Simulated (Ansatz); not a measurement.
The parent structure is PbO (space group P4/nmm, No. 129; a = 3.970 Å, c = 4.705 Å). Axes: x, y, z lie along a, b, c of the conventional cell.

Now apply this change: the cell is compressed by 2.40 % along z with no lateral relaxation, atoms relaxed at fixed cell.

Calculations: PBEsol-D3(BJ)/PAW in Ansatz (a program for electronic structure), spin-orbit coupling left out.

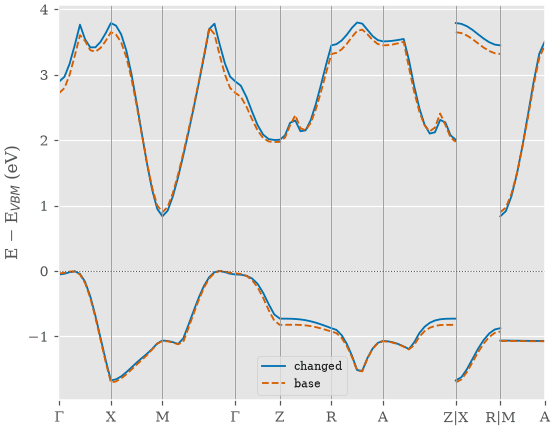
Figure. Highest valence and lowest conduction band along the path, each from its own valence-band maximum

### Question
From the figure, how large is the changed gap, and is it direct?

### Answer
About 0.8 eV, indirect, M–Γ (79 % along) → M.

Spin-orbit coupling, missing from the scalar runs, can matter with Pb. The cells carry an imposed strain or load. No phonon test of stability was made.
